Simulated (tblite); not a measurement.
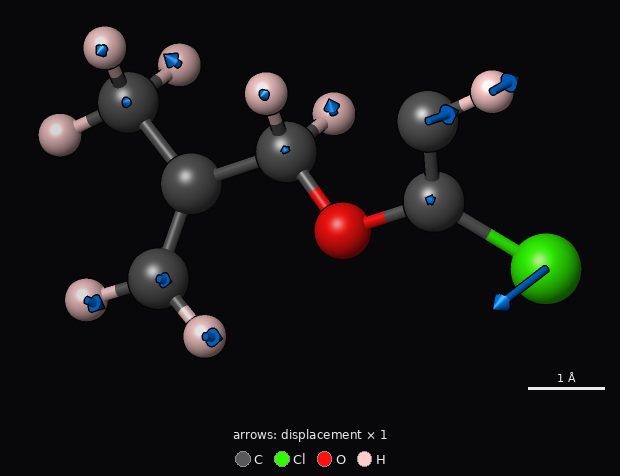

A relaxation of C$_{6}$H$_{8}$ClO (multiplicity 2). The starting structure is drawn; blue arrows show the displacements, at their true length. The two geometries are superimposed by the best rigid fit.

A ball-and-stick model, seen at a tilt.

Computed with GFN2-xTB geometry optimisation, gas phase (tblite). 

Q: Describe the change and its energy.

A: The largest move after the best rigid fit is that of the Cl atom, 1.22 Å. By element the largest moves are Cl 1.22 Å, C 0.62 Å, H 0.60 Å, O 0.08 Å. Near-neighbour distances that change, for instance: C–O 1.403 → 1.331 Å, C–Cl 1.745 → 1.813 Å, C–C 1.330 → 1.284 Å, C–C 1.473 → 1.505 Å. Among the angles between lasting bonds that change: C–C–H 122.3° → 141.5°, C–C–O 115.4° → 132.9°, Cl–C–O 121.4° → 108.0°. Groups turn about C–O by about 45°. Over 126 geometry steps the energy falls by 15.4 kcal/mol. Cost: 0.91 s on 1 thread of Arm Neoverse V1 (shared host).
